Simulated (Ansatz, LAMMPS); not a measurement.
# Relaxing a frame of liquid acetonitrile from 293 K (186 atoms), part 3 of 3

Aim: bring a frame of liquid acetonitrile from 293 K (186 atoms) to a nearby minimum of the energy and see what moves.

Ansatz 0.2.0; Kohn-Sham DFT, PBE+D4, PAW (set soft_2), plane waves.

The cell: 62 C, 31 N and 93 H. The network of contacts between molecules at the start is that of the classical potential that made the cell. Only the Γ point is sampled, in a cell whose shortest periodic width is 14 Å.

So far, density (g/cm³): step 5 (distances and neighbours after relaxation) 0.786.

### Step 6. Single point at the relaxed geometry

One more single point at the end of the walk gives the fuller output and checks the residual forces.

Contents of input.yaml:

```yaml
crystal:
  lattice:
    - [13.90522, 0.0, 0.0]
    - [0.0, 13.90522, 0.0]
    - [0.0, 0.0, 13.90522]
  atoms:
    - { symbol: C, position: [0.64105, 0.83736, 0.87425] }
    - { symbol: C, position: [0.69802, 0.75028, 0.86903] }
    - { symbol: "N", position: [0.7445, 0.68096, 0.86384] }
    - { symbol: H, position: [0.58568, 0.8357, 0.81802] }
    - { symbol: H, position: [0.68873, 0.89946, 0.86387] }
    - { symbol: H, position: [0.60576, 0.8429, 0.94459] }
    - { symbol: C, position: [0.09841, 0.67651, 0.41479] }
    - { symbol: C, position: [0.05417, 0.66038, 0.3218] }
    - { symbol: "N", position: [0.01813, 0.64757, 0.24746] }
    - { symbol: H, position: [0.17263, 0.64957, 0.41466] }
    - { symbol: H, position: [0.0573, 0.63866, 0.47054] }
    - { symbol: H, position: [0.09863, 0.75385, 0.43074] }
    - { symbol: C, position: [0.89613, 0.75486, 0.65318] }
    - { symbol: C, position: [0.83923, 0.82927, 0.60744] }
    - { symbol: "N", position: [0.79308, 0.88748, 0.56905] }
    - { symbol: H, position: [0.8688, 0.74068, 0.7259] }
    - { symbol: H, position: [0.97191, 0.77686, 0.65747] }
    - { symbol: H, position: [0.89189, 0.68858, 0.61027] }
    - { symbol: C, position: [0.32996, 0.78096, 0.84779] }
    - { symbol: C, position: [0.36965, 0.80302, 0.94149] }
    - { symbol: "N", position: [0.4019, 0.8215, 0.0164] }
    - { symbol: H, position: [0.3192, 0.84745, 0.80648] }
    - { symbol: H, position: [0.26095, 0.74347, 0.85592] }
    - { symbol: H, position: [0.38046, 0.73518, 0.80782] }
    - { symbol: C, position: [0.92632, 0.75447, 0.0401] }
    - { symbol: C, position: [0.84012, 0.79724, 0.07968] }
    - { symbol: "N", position: [0.7711, 0.8309, 0.11286] }
    - { symbol: H, position: [0.91083, 0.72375, 0.9691] }
    - { symbol: H, position: [0.95247, 0.69806, 0.08892] }
    - { symbol: H, position: [0.98284, 0.80923, 0.03342] }
    - { symbol: C, position: [0.18354, 0.9837, 0.56678] }
    - { symbol: C, position: [0.1652, 0.88788, 0.6032] }
    [... 148 atom lines left out ...]
    - { symbol: C, position: [0.87605, 0.48095, 0.92076] }
    - { symbol: C, position: [0.82824, 0.4467, 0.83485] }
    - { symbol: "N", position: [0.78991, 0.41799, 0.76631] }
    - { symbol: H, position: [0.90619, 0.41981, 0.96064] }
    - { symbol: H, position: [0.8236, 0.51847, 0.96621] }
    - { symbol: H, position: [0.93429, 0.5308, 0.90176] }
kpoints:
  mp_grid: { grid: [1, 1, 1] }
hamiltonian:
  xc: pbe
  dispersion: d4
scf:
  occupations: { method: fixed }
output:
  forces: true
  stress: true
  populations: true
  dos:
    method: { smearing: { sigma: 0.08 } }
    de: 0.1
    projected: { site_lists: { C: [C], H: [H], "N": ["N"] } }
  eigenvalues: true
  write_density: true
  write_potential: true
  volumetric_format: npy
  elf: true
```

Command:

```bash
$ ansatz run input.yaml --threads 4 --pin off --max-ram 8192MiB --backend cpu --events-out ev --progress --plain --runs-dir out
```

Numbers of over 12 decimals in the logs are rounded to 6 here.

The program printed:

```text
[...]
Crystal: 186 atoms, lattice volume = 2688.646 Å³
Basis set: ecut = 420 eV, 52515 PW (Γ), exchange–correlation on 192×192×192 points (8 copies of the dense FFT grid, shifted against one another)
Bands: 434, of which v1, the nominal top of the filled ones, is band 248 counted from 1 (247 counted from 0)
Symmetry: 1 space group operations
[...]
k-points: 1
[...]
SCF iter   1: F=—  HF=-28946.496020 eV  |F-HF|=—  |Δ(HF+E_count)|=         —  Δρ=2.78e-3  dr2=2.69e-1  ethr=1.77e-3  ⟨swp⟩=5.0  Hψ=1468  notcnv=0  defer=180
[...]
SCF iter  11: F=-28946.617654 eV  HF=-28946.617654 eV  |F-HF|=1.40e-8  |Δ(HF+E_count)|=   1.13e-7  Δρ=9.30e-7  dr2=3.15e-8  ethr=2.02e-11  ⟨swp⟩=21.0  Hψ=4234  notcnv=0
SCF 1 converged in 11 iterations: F = -28946.617654 eV  dr2 = 3.15e-8
[...]
WARN: The input density's exchange-correlation potential varies sharply where the density is thin. Do not read a vacuum level from v_tot or v_xc, or from such a field of the output density. On a cell that repeats whose density bears no net charge and no dipole along the vacuum's axis use v_es (v_loc + v_h of the components); [...]
SCF converged after 11 iterations
Free energy (F): -28946.617654 eV
[...]
Internal energy: -28946.617654 eV  (E = F + TS)
E sigma→0 (E₀):  -28946.617654 eV
Fermi energy:    -3.879839 eV
[...]
--- Forces (eV/Å), atoms counted from 1 ---
  atom   1  C      0.00873725    -0.00026935    -0.00095891
  atom   2  C      0.00092109    -0.00592164     0.00097542
  atom   3  N     -0.00139288     0.00512235    -0.00092843
  atom   4  H     -0.00498606    -0.00054277    -0.00079676
  atom   5  H      0.00050207    -0.00065392    -0.00007281
  atom   6  H     -0.00475751    -0.00037232     0.00217823
  atom   7  C      0.00312294     0.00193352    -0.00047726
  atom   8  C      0.00042868     0.00205314     0.00241949
  atom   9  N      0.00093647    -0.00211278    -0.00167977
  atom  10  H     -0.00278727     0.00033084     0.00022496
  atom  11  H     -0.00024426    -0.00023400     0.00122652
  atom  12  H     -0.00034822    -0.00300685    -0.00002890
  atom  13  C      0.00401490    -0.00310284     0.00263931
  atom  14  C     -0.01010848     0.00245865    -0.00399928
[...]
atom 185  H      0.00183017     0.00558251     0.00758283
  atom 186  H      0.00089250     0.00408909    -0.00126640
  max |Σ_I F_I| component: 3.74e-5 eV/Å
--- Stress (GPa, compression-positive) ---
       -0.343206       0.032503       0.014080
        0.032503      -0.285030       0.002342
        0.014080       0.002342      -0.296235
  P = ⅓ Tr σ = -0.3082 GPa (-3.082 kbar)
--- Band table (eV) ---
[...]
--- Löwdin populations: 186 sites ---
  site symbol       q [e]
     0      C      4.4821
     1      C      3.7591
     2      N      5.2433
[...]
185      H      0.7528
  spilling = 0.016123 (of n_electrons = 496.000000)
```

The job ended after 17 s (4 threads of AMD EPYC 9R45, shared host; peak memory 3.4 GiB; 66 s of CPU time).

The program notes that the exchange-correlation potential is rough where the density is thin.

The run gave:

```yaml
free_energy: -28946.6177 eV
free_energy_per_atom: -155.6270 eV/atom
scf_cycles: 11
pressure: -0.3082 GPa
r_m_s_force_component: 0.00518 eV/Å
longest_force: 0.0388 eV/Å
fermi_energy: -3.88 eV
spacing_of_highest_filled_and_lowest_empty_level: 6.523 eV
spilling_of_the_projection: 0.01612
```

Löwdin charges by element and coordination (they lack the spilled electrons, 0.043 e an atom on average):

```csv
element,coordination,atoms,mean charge (e),spread,least,most
C,all,62,-0.122,0.366,-0.497,0.256
C,2,31,0.244,0.0062,0.230,0.256
C,4,31,-0.488,0.0036,-0.497,-0.482
H,all,93,0.248,0.0047,0.230,0.257
N,all,31,-0.242,0.0061,-0.253,-0.229
```

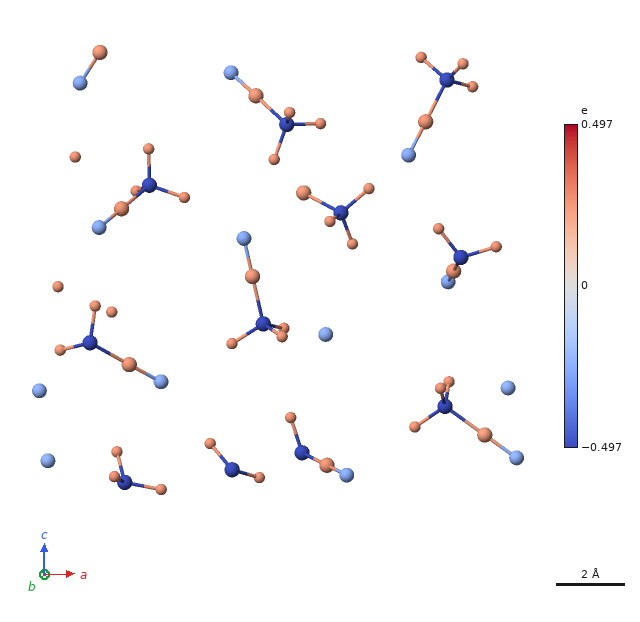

Atoms coloured by Löwdin charge. Drawn is a slice 4 Å thick, seen along the normal of the ac plane. Bonds to atoms that aren't drawn are left out.

States in the cell by windows of 1 eV, zero at the Fermi level; the larger projections on atomic orbitals stand beside the total:

```csv
from (eV),to (eV),total,C p,N p,H s,N s,C s
-16,-15,4.6,0.6,0.5,0.1,1.9,1.4
-15,-14,57.4,7.8,6.2,0.8,23.9,17.8
-14,-12,0.0,0.0,0.0,0.0,0.0,0.0
-12,-11,59.5,14.7,0.0,13.4,1.9,28.5
-11,-10,2.5,0.6,0.0,0.6,0.1,1.2
-10,-5,0.0,0.0,0.0,0.0,0.0,0.0
-5,-4,62.0,34.9,1.5,11.1,2.4,11.1
-4,-3,112.2,73.4,6.3,29.4,0.2,0.1
-3,-2,11.8,7.9,0.5,3.3,0.0,0.0
-2,-1,49.4,6.0,29.6,0.6,11.8,0.3
-1,0,131.3,46.8,68.6,10.3,4.4,0.2
0,1,5.3,2.1,2.7,0.5,0.0,0.0
1,5,0.0,0.0,0.0,0.0,0.0,0.0
```

The curve was stored every 0.100 eV, coarse against its broadening of 0.08 eV, so these counts are rough.

With fixed occupations the program's Fermi level is the highest filled level; weight inside the gap is the broadening of levels at its edges.

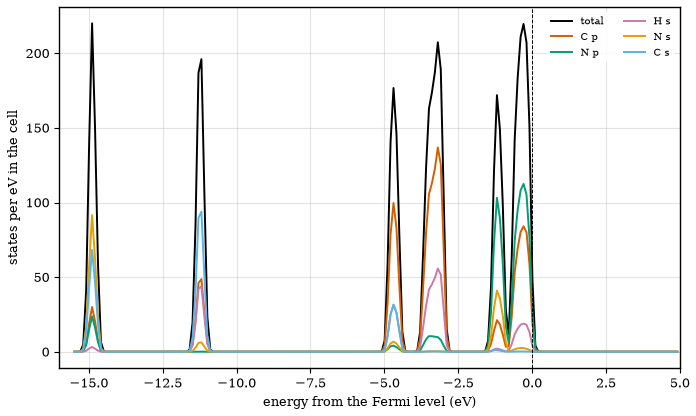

Total and projected density of states, with the broadening of the input.

The levels nearest the highest filled one (over half full), pooled over k-points and spins:

```csv
level less the highest filled one (eV),occupation
-0.0963,2
-0.0899,2
-0.0723,2
-0.0607,2
-0.0404,2
0,2
6.52,0
6.79,0
6.87,0
6.88,0
6.91,0
6.92,0
```

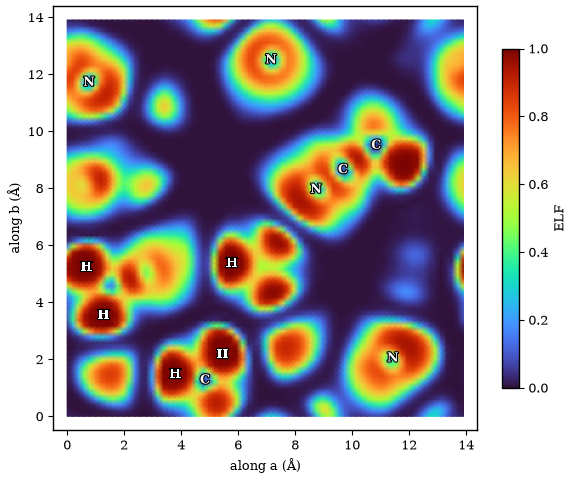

ELF in the ab plane at fractional z = 0.352, with atoms of H and N and C within 0.2 Å of it. It is the smooth field of the valence electrons, not physical close to the nuclei. The map starts off the cell's origin, so that atoms lie inside it.

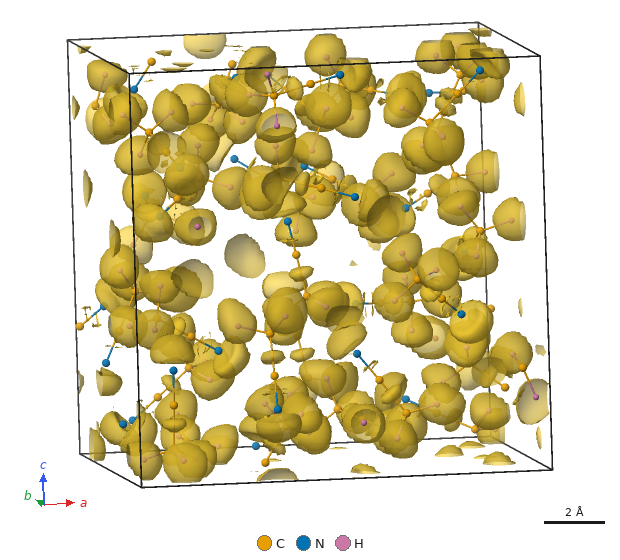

Surface of ELF = 0.85. Bonds to atoms that aren't drawn are left out.

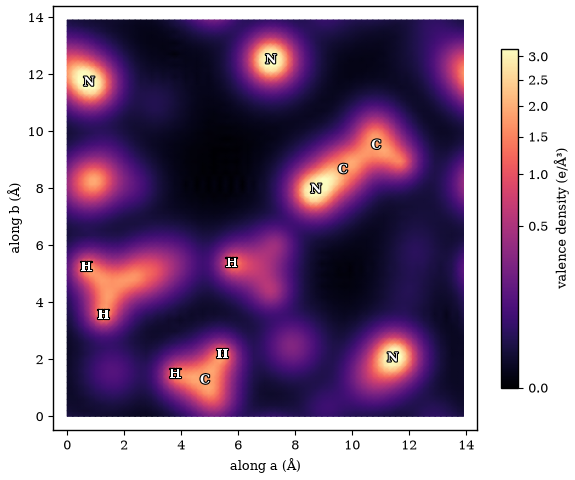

Valence density in the ab plane at fractional z = 0.352, with atoms of H and N and C within 0.2 Å of it. It is the smooth field of the valence electrons, not physical close to the nuclei. The map starts off the cell's origin, so that atoms lie inside it. The colour scale is stretched toward low values.

Mean Löwdin charges: C -0.12, H +0.25, N -0.24 e (they miss 1.6 % of the electrons, so they add up to more than the cell's charge).

The surroundings of H172, picked at random, nearest first, numbered as they follow in the input and with coordinates relative to it.

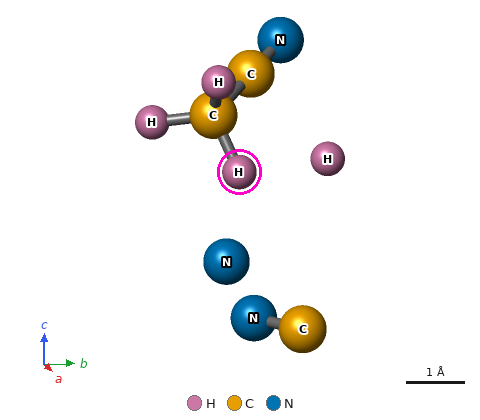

The atoms of the table, within 3.2 Å (arrows a, b, c point along x, y, z); some may hide others; the central atom is ringed.

```csv
atom,x,y,z,distance (Å),bonds,Löwdin charge (e)
H172,0.00,0.00,0.00,0.00,1,0.25
C169,-0.37,-0.39,0.96,1.10,4,-0.49
H173,-0.77,-1.40,0.79,1.78,1,0.25
H174,0.46,-0.45,1.68,1.80,1,0.25
C170,-1.42,0.47,1.48,2.10,2,0.24
N141,-0.77,0.40,-2.72,2.86,1,-0.23
C140,0.17,1.09,-2.78,2.99,2,0.24
N111,2.79,-0.75,-1.08,3.08,1,-0.25
H18,2.89,1.02,0.69,3.15,1,0.24
N171,-2.25,1.15,1.91,3.17,1,-0.23
```

The column of bonds counts only the pairs H-C within 1.34 Å, C-C within 1.82 Å, C-N within 1.62 Å; other neighbours, such as metal atoms beside each other in a compound, aren't counted, and periodic images can show an atom twice.

### Step 7. Other settings

Changed here: basis.precision = "f64", scf.eigensolver.kind = "davidson", scf.occupations.method = "methfessel_paxton" and scf.occupations.width = 0.2.

Contents of input.yaml:

```yaml
crystal:
  lattice:
    - [13.90522, 0.0, 0.0]
    - [0.0, 13.90522, 0.0]
    - [0.0, 0.0, 13.90522]
  atoms:
    [... the 186 atom lines of step 3 ...]
kpoints:
  mp_grid: { grid: [1, 1, 1] }
hamiltonian:
  xc: pbe
  dispersion: d4
scf:
  occupations: { method: methfessel_paxton, width: 0.2 }
  eigensolver: { kind: davidson }
output:
  forces: true
  stress: true
  populations: true
  dos:
    method: { smearing: { sigma: 0.1 } }
    de: 0.1
    projected: { site_lists: { C: [C], H: [H], "N": ["N"] } }
  eigenvalues: true
basis:
  precision: f64
```

The program printed:

```text
[...]
Crystal: 186 atoms, lattice volume = 2688.646 Å³
Basis set: ecut = 420 eV, 52515 PW (Γ), exchange–correlation on 192×192×192 points (8 copies of the dense FFT grid, shifted against one another)
Bands: 434, of which v1, the nominal top of the filled ones, is band 248 counted from 1 (247 counted from 0)
Symmetry: 1 space group operations
[...]
k-points: 1
[...]
SCF iter   1: F=—  HF=-28939.108613 eV  |F-HF|=—  |Δ(HF+E_count)|=         —  Δρ=3.33e-3  dr2=4.45e-1  ethr=1.77e-3  ⟨swp⟩=13.0  Hψ=2474  notcnv=0
[...]
SCF iter  12: F=-28939.176863 eV  HF=-28939.176863 eV  |F-HF|=6.55e-9  |Δ(HF+E_count)|=   1.77e-8  S|Δr|=    0.00e0  Δρ=5.89e-7  dr2=1.34e-8  ethr=2.99e-11  ⟨swp⟩=3.0  Hψ=684  notcnv=0
SCF 1 converged in 12 iterations: F = -28939.176863 eV  dr2 = 1.34e-8
  Residual-converged pass: ⟨swp⟩=3.0  Hψ=663  notcnv=0  max |occ|·‖R‖ = 5.8e-6 eV (tolerance 6.7e-6 eV)  dr2=1.23e-8  dr2_onsite=2.93e-10  max |Δocc| = 7.1e-96
[...]
SCF converged after 12 iterations
Stability not checked: this state was not tested for a lower state beside it, because cold or Methfessel-Paxton smearing, or corrected tetrahedra, fill the levels in a way that the test cannot read (fill_not_monotonic; see scf.lower_state_search)
Free energy (F): -28939.176863 eV
[...]
Internal energy: -28939.176863 eV  (E = F + TS)
E sigma→0 (E₀):  -28939.176863 eV
Fermi energy:    -0.547950 eV
Step filling:    the computed levels leave a gap of 5.8392 eV = 29.2 smearing widths at the electron count; against every level under it full and every level over it empty, smearing changes F+E_penalty+E_count by +3.17e-91 meV and its σ→0 estimate by -3.35e-89 meV
[...]
--- Forces (eV/Å), atoms counted from 1 ---
  atom   1  C     -0.79877036    -1.28858503     0.62589964
  atom   2  C      0.79170379     0.17415744    -0.28755169
  atom   3  N     -0.42821237     0.60964312     0.38217724
  atom   4  H     -0.77297277    -0.08178168    -0.21329407
  atom   5  H      0.46018994     0.43199404    -0.68884549
  atom   6  H      0.88171160     0.12808163     0.27129098
  atom   7  C     -0.65378202     0.69213060    -1.63657655
  atom   8  C     -0.70941371    -0.64658517    -1.69247446
  atom   9  N      1.52827319     0.41134831     2.39990032
  atom  10  H      0.97846310     0.08221211    -0.73238849
  atom  11  H     -0.98327195    -1.92109170     1.28160784
  atom  12  H     -0.11394801     1.41435690     0.51476433
  atom  13  C     -0.84833080    -1.71651812     0.47926591
  atom  14  C     -1.18064658     0.23984120    -0.94053244
[...]
atom 185  H      0.26256072    -0.50768742     0.16152026
  atom 186  H     -0.51263458    -0.53875706     0.66997199
  max |Σ_I F_I| component: 4.34e-5 eV/Å
--- Stress (GPa, compression-positive) ---
        0.414776      -0.234144      -0.111587
       -0.234144       0.173773      -0.152111
       -0.111587      -0.152111      -0.147198
  P = ⅓ Tr σ = 0.1471 GPa (1.471 kbar)
--- Band table (eV) ---
[...]
--- Löwdin populations: 186 sites ---
  site symbol       q [e]
     0      C      4.4872
     1      C      3.7641
     2      N      5.2264
[...]
185      H      0.7657
  spilling = 0.016111 (of n_electrons = 496.000000)
```

Elapsed: 29 s, on 4 threads; peak memory 3.5 GiB.

Forces differ from those of the single point at the start by 0.017 meV/Å r.m.s., 0.002 % of their size. It took 1.7 times the reference's time (shared host, so rough).

### Step 8. What came out

| Quantity | Value |
| --- | --- |
| energy change in the relaxation | -40 meV/atom |
| r.m.s. displacement | 1.026 Å |
| largest displacement | 2.904 Å |
| free energy per atom | -155.6270 eV/atom |
| pressure | -0.3082 GPa |
| r.m.s. force component | 0.00518 eV/Å |
| gap (highest filled to lowest empty level) | 6.523 eV |
| wall time of the 4 DFT runs | 8 min |

Relaxation lowers the energy by 40.0 meV/atom and moves atoms by 1.0 Å r.m.s.; the r.m.s. force component goes from 0.85 to 0.0052 eV/Å, the pressure goes from 0.15 to -0.31 GPa, and the gap from 5.84 to 6.52 eV. By the final cutoffs no bond was broken or made. First to last step the energy falls by 7.441 eV; the largest move, 2.90 Å, is that of H185. The C-C bonds change most in mean length: from 1.461 Å (spread 0.030) to 1.448 Å (spread 0.001). Counting bonds as in the table, 50 % of C atoms have 2 and as many 4, all H atoms have 1 and all N atoms have 1 bonded neighbour. The highest filled and lowest empty levels differ by 6.52 eV (at Γ alone); a semilocal functional tends to put such gaps too low. In a disordered cell it changes from sample to sample and from frame to frame.

What to keep in mind: The network of contacts between molecules at the start is that of the classical potential that made the cell; in DFT atoms moved by 1.0 Å r.m.s.

[Logs are printed without paths, hosts, clocks, repeated set-up lines and the standing remarks that a program may print on its own settings, such as how far it seeks lower states.]

[Hosts, paths, dates, database ids (printed as entryN), source tags and the programs' standing remarks are cut or masked in the printed files.]
